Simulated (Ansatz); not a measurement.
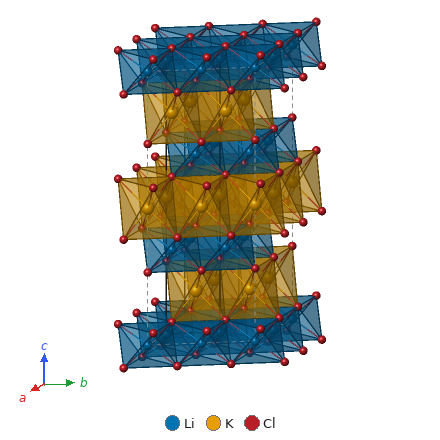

Polyhedra are drawn about K and Li (bonds: Cl–K below 3.4 Å and Cl–Li below 3 Å); other atoms are plain spheres.

The compound is KLiCl₂ (space group R-3m, No. 166), taken as the input geometry of an electronic-structure calculation (not necessarily at equilibrium); the starting structure was generated, so it need not be a known form of this composition.

What figure surrounds each K or Li atom, and what does it share with the other drawn polyhedra?

K: KCl6 octahedron, sharing corners with six neighbours and edges with twelve neighbours; Li: LiCl6 octahedron, sharing edges with twelve neighbours and corners with six neighbours.

How do these polyhedra hang together as a whole?

They form a three-dimensional framework of corner- and edge-sharing octahedra.

How far apart are the centres of linked polyhedra?

Centre to centre across a shared edge: 3.98 to 4.11 Å; across a shared corner: 5.72 Å.
